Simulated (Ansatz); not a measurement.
**[O2]− (superoxide): levels of theory compared**

Aim: a comparison of 6 runs (UHF/STO-3G, U-revPBE/STO-3G, UB3LYP/STO-3G, UHSE06/STO-3G, UPBE0/STO-3G, UMP2/STO-3G) of [O2]− (superoxide). 

The calculation is run with Ansatz 0.2.0.

17 further runs of the same task are left out: 13 that didn't finish, 4 set aside as unsound or not needed.

## (1) Starting point

[O2]− has 2 atoms, charge -1, and is taken as a doublet. As SMILES, `[O][O-]`. The O2–O1 distance was set to 2.012 Å, away from the relaxed value.

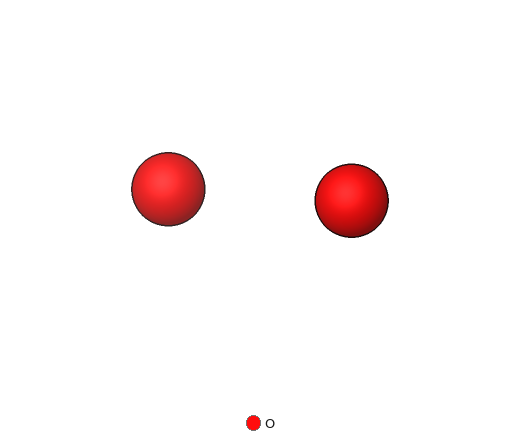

Viewed from a chosen angle; oxygen red.

## (2) A single-point energy at UHF/STO-3G (run 1)

Contents of run.yaml:

```yaml
crystal:
  periodic: [false, false, false]
  atoms:
    - {symbol: O, position_ang: [0.000000, 0.000000, -0.670720]}
    - {symbol: O, position_ang: [0.000000, 0.000000, 1.341480]}
basis:
  gaussian: {orbitals: STO-3G}
total_charge: -1
magnetization: {spin_polarized: true, initial_magnetization: 1}
hamiltonian: {xc: hf}
accuracy: high
```

Launch:

```sh
$ ansatz run run.yaml --threads 1 --pin off --max-ram 2610MiB --events-out events.jsonl --progress --plain --runs-dir runs
```

The program printed:

```text
Warning: RAYON_NUM_THREADS=1 ignored (pool sized by the plan → 1); use --threads N
Functional definition: HF
  name "HF"
  exchange = exact_x
  correlation = 0
149 factors; integrals over basis functions are off by at most 3.3e-8 eV
mean field evaluation 1: about -4002.8057 eV, gradient 1.0e0 eV
mean field evaluation 2: about -4002.8173 eV, gradient 9.3e-1 eV
mean field evaluation 4: about -4002.8240 eV, gradient 3.2e-4 eV
mean field evaluation 8: about -4002.8240 eV, gradient 3.2e-6 eV
mean field evaluation 16: about -4003.6501 eV, gradient 5.1e0 eV
mean field evaluation 32: about -4007.7724 eV, gradient 7.2e-6 eV
mean field evaluation 64: about -4007.0169 eV, gradient 1.2e-2 eV
mean field evaluation 96: about -4007.7299 eV, gradient 8.4e-1 eV
mean field evaluation 128: about -4007.7519 eV, gradient 7.7e-2 eV
mean field evaluation 160: about -4007.7178 eV, gradient 4.4e-1 eV
mean field evaluation 192: about -4007.7425 eV, gradient 4.3e-2 eV
mean field evaluation 224: about -4007.7443 eV, gradient 3.2e-2 eV
mean field evaluation 256: about -4007.7542 eV, gradient 2.0e-7 eV
mean field evaluation 288: about -4006.9419 eV, gradient 1.8e-1 eV
mean field evaluation 320: about -4005.8819 eV, gradient 6.3e0 eV
mean field -4007.77237533 eV, -147.2829182275 hartree, gradient 5.0e-8 eV, S^2 1.661334; 17 other end points of the search recorded, 0 dependent functions left out
reference -4007.77237533 eV, -147.2829182275 hartree; 9, 8 occupied and 1, 2 virtual orbitals, 149 factors
Total energy: -4007.77237533 eV, -147.2829182275 hartree
```

Wall time 0.38 s (1 thread of Arm Neoverse V1, shared host).

## (3) The energy at U-revPBE/STO-3G (run 2)

Contents of run.yaml:

```yaml
crystal:
  periodic: [false, false, false]
  atoms:
    - symbol: O
      position_ang: [0.000000, 0.000000, -0.670720]
    - symbol: O
      position_ang: [0.000000, 0.000000, 1.341480]
basis:
  gaussian:
    orbitals: STO-3G
total_charge: -1
magnetization:
  spin_polarized: true
  initial_magnetization: 1
hamiltonian:
  xc: {name: revPBE}
accuracy: high
```

Launch:

```sh
$ ansatz run run.yaml --threads 1 --pin off --max-ram 2610MiB --events-out events.jsonl --progress --plain --runs-dir runs
```

The program printed (excerpt; [...] marks lines left out):

```text
Warning: RAYON_NUM_THREADS=1 ignored (pool sized by the plan → 1); use --threads N
Functional definition: revPBE
  name "revPBE"
[...]
149 factors; integrals over basis functions are off by at most 3.3e-8 eV
[...]
mean field -4024.21788544 eV, -147.8872795772 hartree, gradient 1.5e-8 eV, S^2 1.107140; 20 other end points of the search recorded, 0 dependent functions left out
reference -4024.21788629 eV, -147.8872796082 hartree; 9, 8 occupied and 1, 2 virtual orbitals, 149 factors
Total energy: -4024.21788629 eV, -147.8872796082 hartree
```

Wall time 3.3 s (1 thread of Arm Neoverse V1, shared host).

## (4) The energy at UB3LYP/STO-3G (run 3)

Contents of in.yaml:

```yaml
crystal:
  periodic: [false, false, false]
  atoms:
    - symbol: O
      position_ang: [0.000000, 0.000000, -0.670720]
    - symbol: O
      position_ang: [0.000000, 0.000000, 1.341480]
basis:
  gaussian: {orbitals: STO-3G}
hamiltonian: {xc: {name: B3LYP}}
accuracy: high
magnetization: {spin_polarized: true, initial_magnetization: 1}
total_charge: -1
```

Launch:

```sh
$ ansatz run in.yaml --threads 1 --pin off --max-ram 2610MiB --events-out events.jsonl --progress --plain --runs-dir runs
```

The program printed (excerpt; [...] marks lines left out):

```text
Warning: RAYON_NUM_THREADS=1 ignored (pool sized by the plan → 1); use --threads N
Functional definition: B3LYP
  name "B3LYP"
[...]
149 factors; integrals over basis functions are off by at most 3.3e-8 eV
[...]
mean field -4024.44855785 eV, -147.8957566319 hartree, gradient 1.9e-8 eV, S^2 1.399318; 16 other end points of the search recorded, 0 dependent functions left out
reference -4024.44857234 eV, -147.8957571641 hartree; 9, 8 occupied and 1, 2 virtual orbitals, 149 factors
Total energy: -4024.44857234 eV, -147.8957571641 hartree
```

It took 4.8 s on 1 thread of Arm Neoverse V1, shared host.

Runs 4 to 5 aren't shown in full; the table further down has their settings and results.

## (5) The energy at UMP2/STO-3G (run 6)

Contents of job.yaml:

```yaml
crystal:
  periodic: [false, false, false]
  atoms:
    - {symbol: O, position_ang: [0.000000, 0.000000, -0.670720]}
    - {symbol: O, position_ang: [0.000000, 0.000000, 1.341480]}
basis:
  gaussian: {orbitals: STO-3G}
total_charge: -1
magnetization: {spin_polarized: true, initial_magnetization: 1}
correlation: {method: mp2, frozen_orbitals: {O: 1}}
accuracy: high
```

Launch:

```sh
$ ansatz run job.yaml --threads 1 --pin off --max-ram 2610MiB --events-out events.jsonl --progress --plain --runs-dir runs
```

The program printed (excerpt; [...] marks lines left out):

```text
Warning: RAYON_NUM_THREADS=1 ignored (pool sized by the plan → 1); use --threads N
[... 2 set-up lines as earlier in the session ...]
[...]
149 factors; integrals over basis functions are off by at most 3.3e-8 eV
[...]
mean field -4007.77237533 eV, -147.2829182275 hartree, gradient 5.0e-8 eV, S^2 1.661334; 28 other end points of the search recorded, 0 dependent functions left out
2 core orbitals not correlated: weight in the atoms' cores, before any rotation towards them, 1.000 or more for the frozen orbitals, at most 0.000 for the correlated occupied ones
reference -4007.77237533 eV, -147.2829182275 hartree; 7, 6 occupied and 1, 2 virtual orbitals, 149 factors
second order -0.08415280 eV of doubles, -0.00000000 eV of singles
Total energy: -4007.85652813 eV, -147.2860107860 hartree
```

Wall time 0.4 s (1 thread of Arm Neoverse V1, shared host).

## (6) Overview of the runs

| run | level | frozen core orbitals | energy (Eh) | ⟨S²⟩ | wall time |
| --- | --- | --- | --- | --- | --- |
| 1 | UHF/STO-3G | – | -147.282918 | 1.661 | 0.38 s |
| 2 | U-revPBE/STO-3G | – | -147.887280 | 1.107 | 3.3 s |
| 3 | UB3LYP/STO-3G | – | -147.895757 | 1.399 | 4.8 s |
| 4 | UHSE06/STO-3G | – | -147.758751 | 1.470 | 5.4 s |
| 5 | UPBE0/STO-3G | – | -147.764470 | 1.472 | 3.6 s |
| 6 | UMP2/STO-3G | 2 | -147.286011 | 1.661 | 0.4 s |

## (7) Outcome

```
                                          quantity          value
                               run 6: total energy  -147.28601 Eh
run 6: correlation energy (2 core orbitals frozen)       -3.1 mEh
          run 6: ⟨S²⟩ of the reference determinant          1.661
```

**Reading.** Totals of different functionals can't be ranked against each other. In runs 1, 2, 3, 4, 5, 6 the basis is minimal, so the values are rough. Spin contamination of the reference: run 1 ⟨S²⟩ = 1.66, run 6 ⟨S²⟩ = 1.66, run 5 ⟨S²⟩ = 1.47, run 4 ⟨S²⟩ = 1.47, run 3 ⟨S²⟩ = 1.40, run 2 ⟨S²⟩ = 1.11. Where it is this large, the reference is a mixture of spin states, and values that rest on it are in doubt. All runs together took 18 s, the longest 5.4 s.
